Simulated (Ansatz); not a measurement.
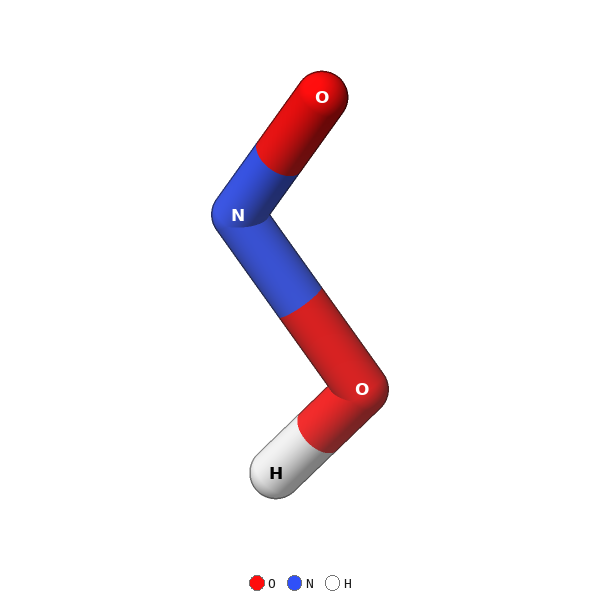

Rendered structure (stick style).

Question: Count the atoms of each element.

Answer: HNO2, 4 atoms: 1 hydrogen, 1 nitrogen and 2 oxygen.

Question: How many bonds of each kind are drawn?

Answer: 2 N–O, 1 O–H.

Question: What is the point group of this geometry?

Answer: Cs.

The parts below concern this one geometry. Atoms keep their numbers from picture to picture. The geometry was computed by an optimisation with PBE0-D4/def2-TZVP.

### Electronic properties

Method: RKS revPBE-D4/def2-TZVPP (Ansatz 0.2.0).

Predict the main results.

- HOMO energy (Kohn–Sham orbital): −6.35 eV
- LUMO energy (Kohn–Sham orbital): −3.18 eV
- HOMO–LUMO gap: 3.17 eV

### Vibrations

Harmonic vibrations computed with RKS PBE0-D4/def2-TZVP (Ansatz 0.2.0) at a stationary point of the same level.

Question: List the wavenumbers.

Answer: 6 modes: 604, 673, 886, 1326, 1820, 3801 cm⁻¹.

### Charges

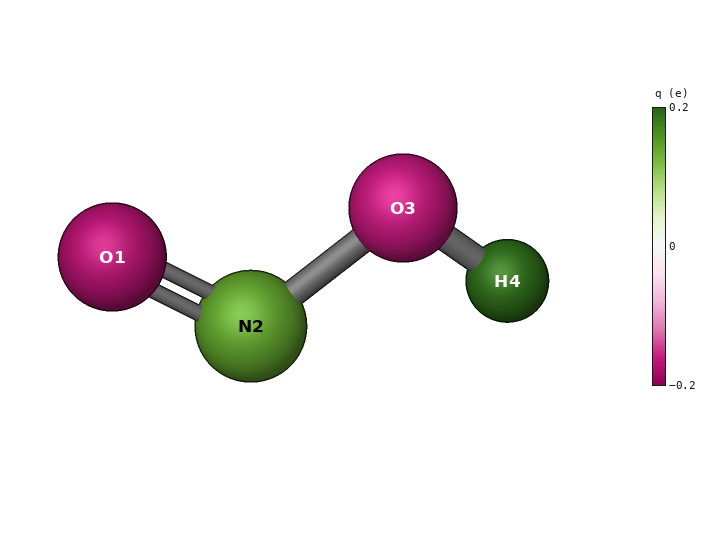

Atoms are coloured by their Mulliken charges. Level of theory: RKS ωB97M-V/def2-TZVPP (Ansatz 0.2.0).

Question: Which atom carries the highest charge (most positive or least negative)?

Answer: H4 (0.19 e).

Question: And the lowest?

Answer: O1 (−0.17 e).

Give the Mulliken charges atom by atom.

| atom | value (e) |
| --- | --- |
| O1 | −0.17 |
| N2 | 0.14 |
| O3 | −0.16 |
| H4 | 0.19 |

Mulliken values depend strongly on the basis set and can even reverse the polarity of a bond.
